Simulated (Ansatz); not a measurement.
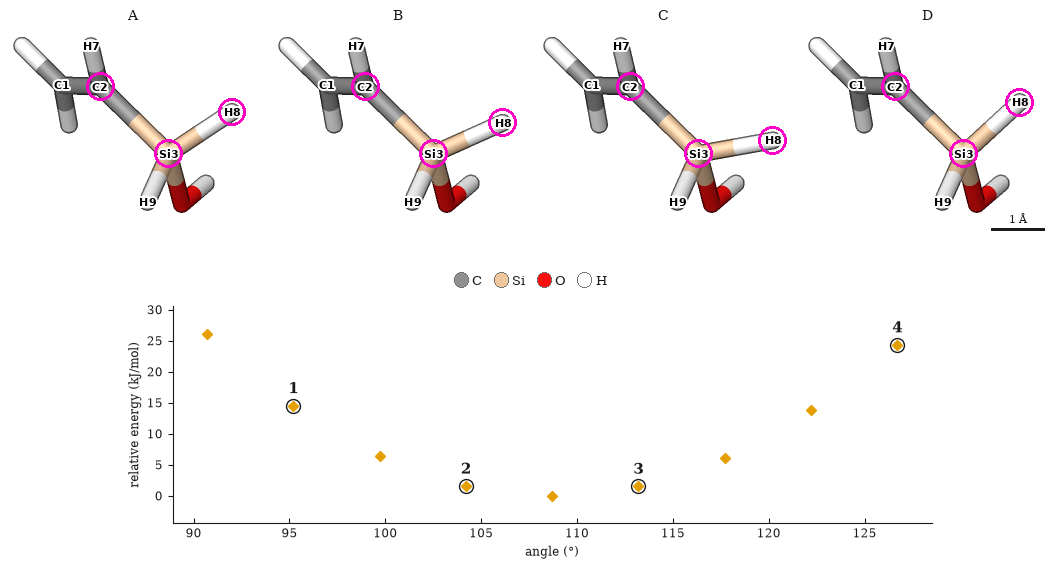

C2H6OSi: one H–Si–C angle is varied, with the rest of the molecule carried along rigidly. The frames are shuffled; the numbered points of the plot belong to them. The picture is a stick view, seen onto the plane of the angle, with a slight tilt. The ringed atoms are those of the scanned coordinate.

Level of theory: CCSD(T) (def2-TZVPP, Ansatz), on geometries moved rigidly from the minimum at PBE0-D4/def2-TZVP. Coupled cluster with a frozen core. Energies are counted from the PBE0-D4/def2-TZVP minimum geometry at the same level.

Question: Match the frames to the points.

Answer: Point 1 is frame D (the angle 95.2°, 14.6 kJ/mol); 2 is frame A (the angle 104.2°, 1.6 kJ/mol); 3 is frame B (the angle 113.2°, 1.6 kJ/mol); 4 is frame C (the angle 126.7°, 24.3 kJ/mol). Of the computed points the lowest is at the angle 108.7°, 0.0 kJ/mol. The end points stand at 26.2 kJ/mol (90.7°) and 24.3 kJ/mol (126.7°). The curvature at the lowest point is about 5.3 eV/rad².
